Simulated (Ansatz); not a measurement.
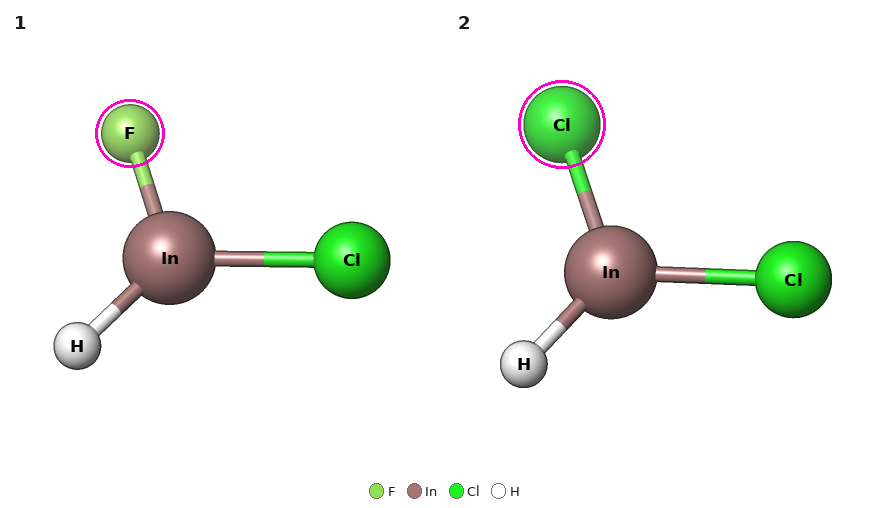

2 molecules with one skeleton, seen from the same side and at one scale; the atom that differs is circled. Charge 0, singlet. Computed geometries: PBE0-D4/def2-TZVP optimisations, one conformation each. Properties computed with Ansatz 0.2.0. Elements past Kr carry core potentials.

One atom differs, called X below: F in panel 1, Cl in panel 2. Their formulas are ClFHIn (`[F][InH][Cl]`), Cl2HIn (`[Cl][InH][Cl]`).

### In which is the harmonic zero-point energy higher (PBE0-D4/def2-TZVP)?

In panel 1 (X = F).

### In which is the vertical ionisation energy higher (r2SCAN-D4/def2-TZVPP)?

In panel 1 (X = F).

Give the values. With PBE0-D4/def2-TZVP: length of X–In (Å), angle X–In–Cl (°), dipole moment (D), harmonic zero-point energy (kJ/mol). With ωB97M-V/def2-SVP: HOMO energy (Kohn–Sham orbital) (eV), HOMO–LUMO gap (eV). With r2SCAN-D4/def2-TZVPP: vertical ionisation energy (eV).

```json
{"quantity": "length of X–In (Å)", "1 (F)": "1.939", "2 (Cl)": "2.312", "2 − 1": "+0.373"}
{"quantity": "angle X–In–Cl (°)", "1 (F)": "109.3", "2 (Cl)": "111.9", "2 − 1": "+2.6"}
{"quantity": "HOMO energy (Kohn–Sham orbital) (eV)", "1 (F)": "−11.12", "2 (Cl)": "−10.92", "2 − 1": "+0.20"}
{"quantity": "HOMO–LUMO gap (eV)", "1 (F)": "11.07", "2 (Cl)": "10.78", "2 − 1": "−0.29"}
{"quantity": "dipole moment (D)", "1 (F)": "3.03", "2 (Cl)": "2.56", "2 − 1": "−0.47"}
{"quantity": "harmonic zero-point energy (kJ/mol)", "1 (F)": "23.0", "2 (Cl)": "21.5", "2 − 1": "−1.5"}
{"quantity": "vertical ionisation energy (eV)", "1 (F)": "11.25", "2 (Cl)": "10.76", "2 − 1": "−0.49"}
```
